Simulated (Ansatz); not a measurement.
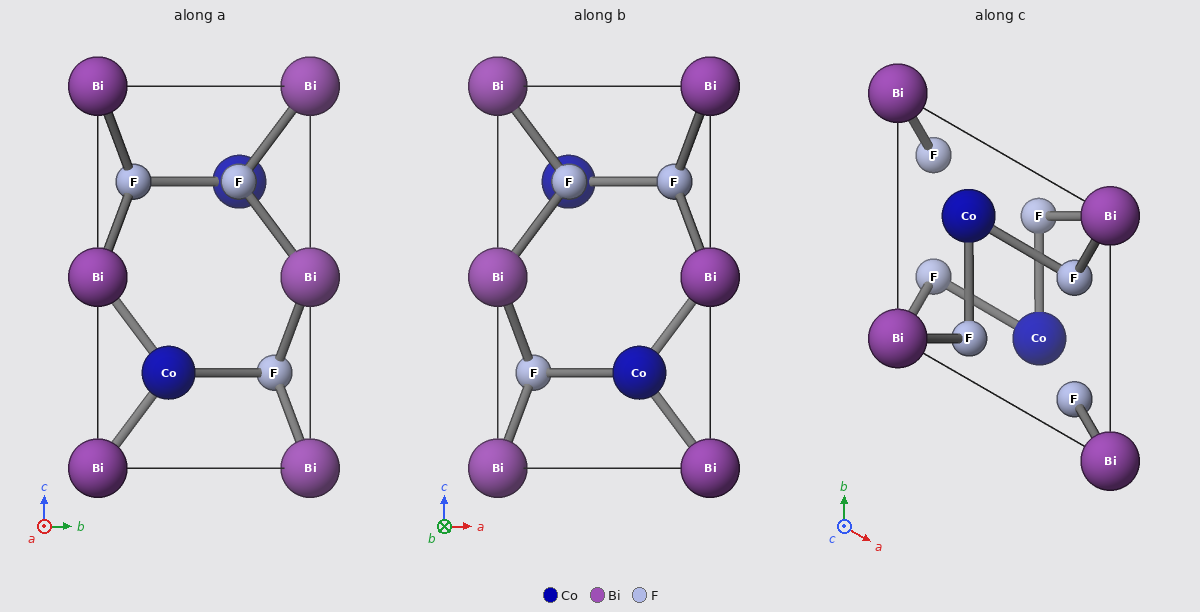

Ball-and-stick drawing of the structure, looking along the a axis, along the b axis and along the c axis. One conventional unit cell is framed, with atoms on its boundary repeated.

Cell dimensions are a = 4.96 Å, b = 4.96 Å, c = 7.73 Å, α = 90.00°, β = 90.00°, γ = 120.00°.

Bonds shown: Bi–F up to 2.67 Å, Co–F up to 2.85 Å (cut-off distances).

The composition is CoBiF₃.

What is the Hermann-Mauguin symbol of the space group?

Answer. P6_3/mmc (No. 194), with Co on 2d, Bi on 2a and F on 6h.

What extended units do the bonds make?

Answer. The bonds build a three-dimensional framework.

Its origin is a textbook structure type filled with these elements (whether it is the usual form wasn't checked). Relaxation method: DFT PBE, scalar-relativistic, plane waves, PAW in Ansatz 0.2.0.
